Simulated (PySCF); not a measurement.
```xyz
12

C    -1.8683    0.0877    0.2227
N    -0.4469    0.1506    0.0373
C     0.2918    1.2558   -0.1751
C     1.6094    0.9607   -0.3070
C     1.6790   -0.4506   -0.1642
C     0.4086   -0.9157    0.0449
H    -2.1101   -0.3399    1.1991
H    -2.2826    1.0929    0.1659
H    -2.3310   -0.5295   -0.5518
H     2.4240    1.6319   -0.4817
H     2.5802   -1.0306   -0.2137
H     0.0470   -1.9141    0.1974
```

Geometry: GFN2-xTB.

The calculation used UKS B3LYP, pcH-1 on C H N, non-relativistic, mean-field spin-orbit, GIAO in PySCF 2.14.0, density-fitted response routines.

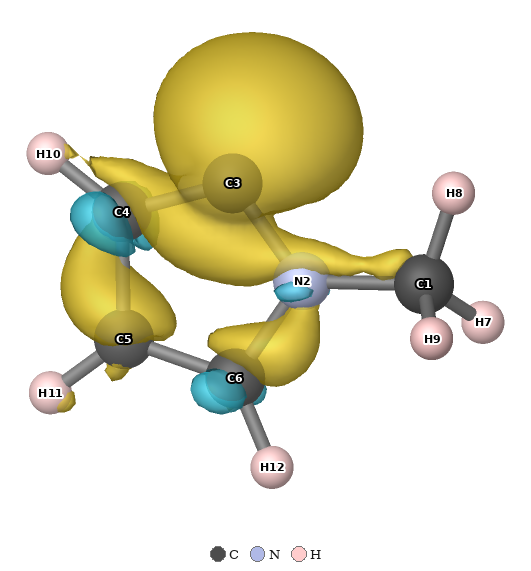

C₅H₆N (SMILES Cn1[c]ccc1) (doublet). Isosurfaces of the spin density (α minus β) at +0.015 (yellow) and −0.015 e/Å³ (cyan), seen at an oblique angle.

Question: Where is the unpaired spin?

Answer: The unpaired spin (1 electron) lies mostly on C3 (about 0.8), in electrons by Hirshfeld's partition.
